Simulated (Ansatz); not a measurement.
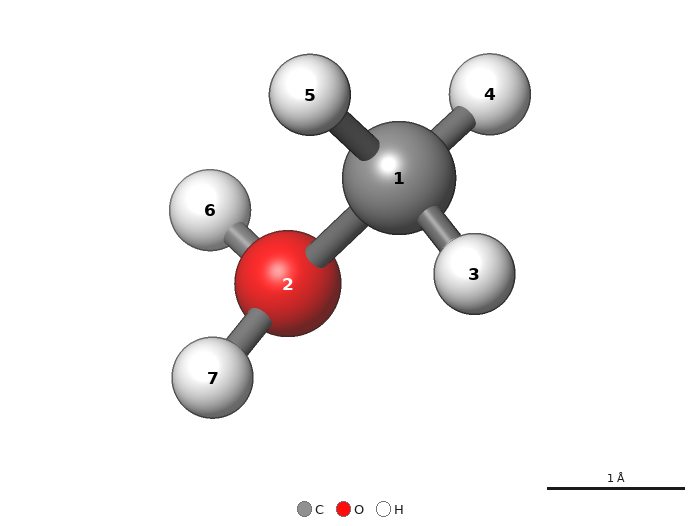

(Drawn from a calculation with Ansatz.)

The species has charge +1 and is a spin singlet. Geometry: atoms displaced at random (about 0.03 Å) from a stationary point of GFN2-xTB.

Q: What is the geometry at C1?

A: C1 has 4 neighbours (O2 at 1.46, H3 at 1.03, H4 at 1.04, H5 at 1.18 Å); the arrangement is tetrahedral.

Q: What is the geometry at O2?

A: O2 has 3 neighbours (C1 at 1.46, H6 at 0.91, H7 at 1.03 Å); the arrangement is trigonal pyramidal.
